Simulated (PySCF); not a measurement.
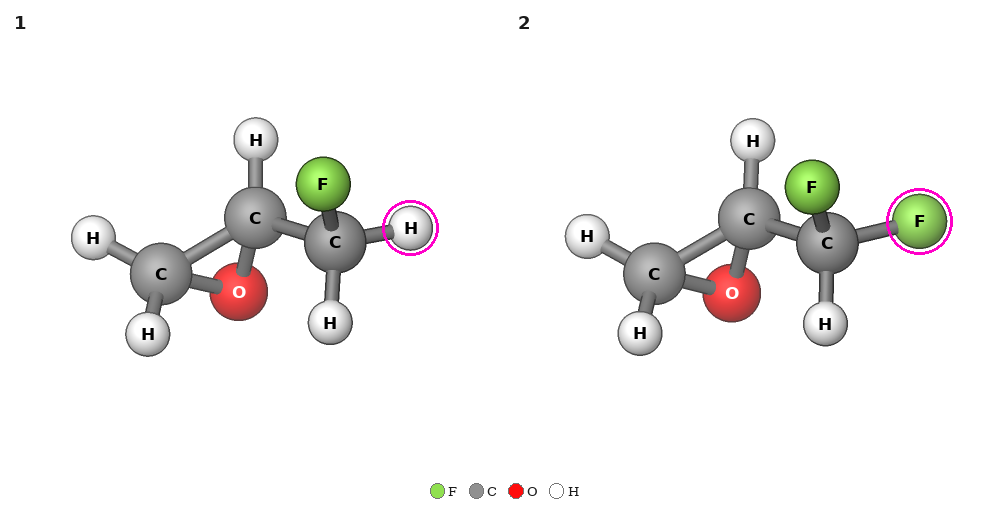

2 molecules with one skeleton, seen from the same side and at one scale; the atom that differs is circled. Charge 0, singlet. Computed geometries: PBE0-D3(BJ)/def2-SVP optimisations, one conformation each. Properties computed with PySCF 2.14.0.

One atom differs, called X below: H in panel 1, F in panel 2. Their formulas are C3H5FO (`FC[C@@H]1CO1`), C3H4F2O (`FC(F)[C@@H]1CO1`).

In which is the length of X–C larger (PBE0-D3(BJ)/def2-SVP)?

Answer. In panel 2 (X = F).

In which is the Hirshfeld charge of X higher (PBE0/cc-pVDZ)?

Answer. In panel 1 (X = H).

Give the values. With PBE0-D3(BJ)/def2-SVP: length of X–C (Å), angle F–C–X (°). With PBE0/cc-pVDZ: dipole moment (D), HOMO energy (Kohn–Sham orbital) (eV), HOMO–LUMO gap (eV), Hirshfeld charge of X (e), GIAO shielding of the C bonded to X (ppm).

```csv
quantity,1 (H),2 (F),2 − 1
length of X–C (Å),1.104,1.348,+0.244
angle F–C–X (°),108.8,107.7,−1.1
dipole moment (D),0.50,2.03,+1.53
HOMO energy (Kohn–Sham orbital) (eV),−7.94,−8.22,−0.28
HOMO–LUMO gap (eV),10.01,10.14,+0.13
Hirshfeld charge of X (e),0.04,−0.09,−0.13
GIAO shielding of the C bonded to X (ppm),114.1,80.1,−34.0
```
